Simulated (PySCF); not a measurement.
## Electronic structure of LiIn (charge +1, doublet) in real space

```yaml
atoms:
  - { symbol: Li, position_ang: [0.0000, 0.0000, -3.0432] }
  - { symbol: In, position_ang: [0.0000, 0.0000, 0.1858] }
```

Core potentials replace the inner electrons of In.

Theory: PBE0/cc-pVDZ(-PP), non-relativistic Hamiltonian with scalar-relativistic core potentials where named, at a bond length of 3.229 Å in PySCF.

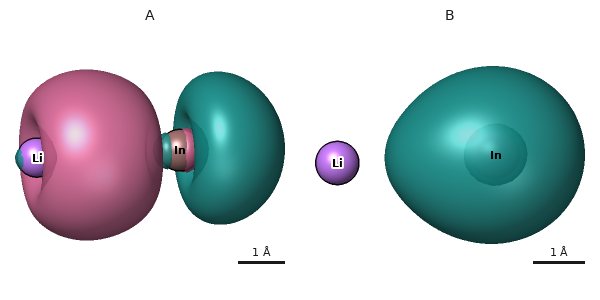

Figure 1. Two frontier α-spin orbitals, each drawn at the value that holds 80 % of its norm (teal and pink are the two phases), in no order; of a degenerate pair one member is drawn.

**Name the orbitals and rank them from lowest to highest energy.**

Orbital B: σ, occupied in this spin, −14.22 eV; mainly on In (95 %).
Orbital A: σ, occupied in this spin, −9.09 eV; shared between the atoms (Li 30 %, In 70 %).

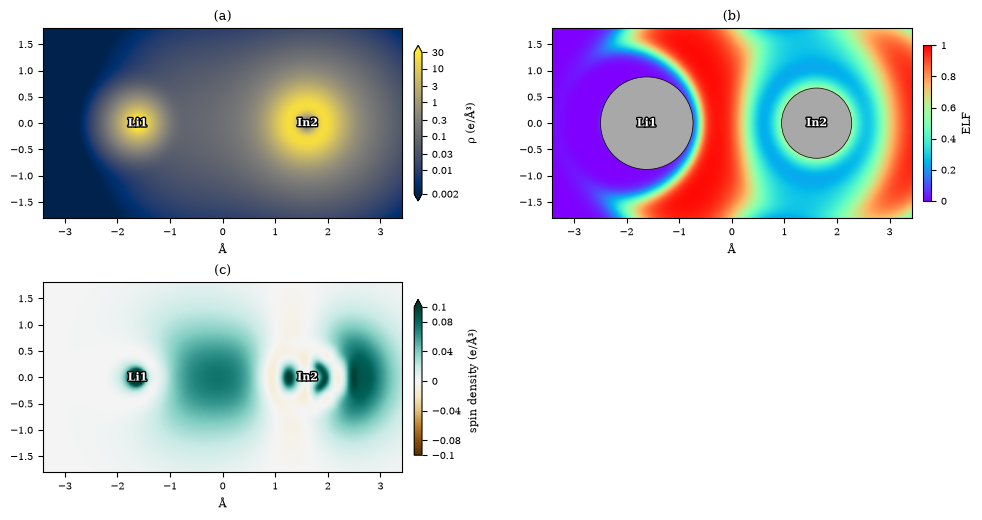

Figure 2. (a) electron density; (b) ELF; (c) spin density on a plane that holds the molecular axis. Grey discs cover the atomic cores in the ELF map.

**What do the fields say about this system?**

- Atoms in the plane: Li and In.
- Li–In (3.23 Å): the density is about 0.13 e/Å³ at the midpoint; the ELF peaks at about 1 in the valence shell of In, 1.9 Å from its nucleus, and drops to about 0.25 between the two atoms.
- The unpaired spin (1 electron) lies mostly on In2 (about 0.7) and Li1 (about 0.3), in electrons by Hirshfeld's partition.

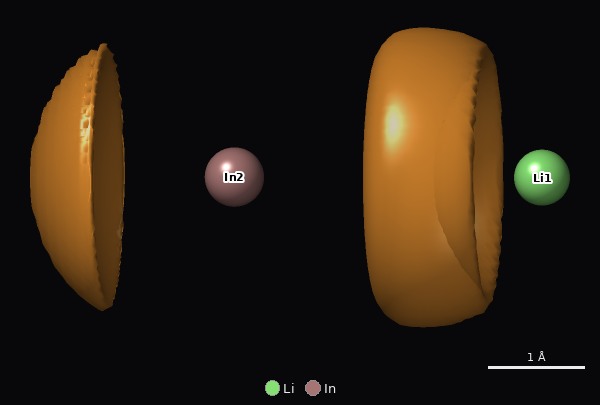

Figure 3. Isosurface of the electron localisation function at 0.85 (orange), seen from one side. Core shells and regions of very low density are left out.

**What do the ELF domains correspond to?**

The ELF exceeds this value in one lobe of the valence shell of Li pointing towards In (polar bonds) and one lobe on In, pointing away from the bonds (non-bonding electrons).
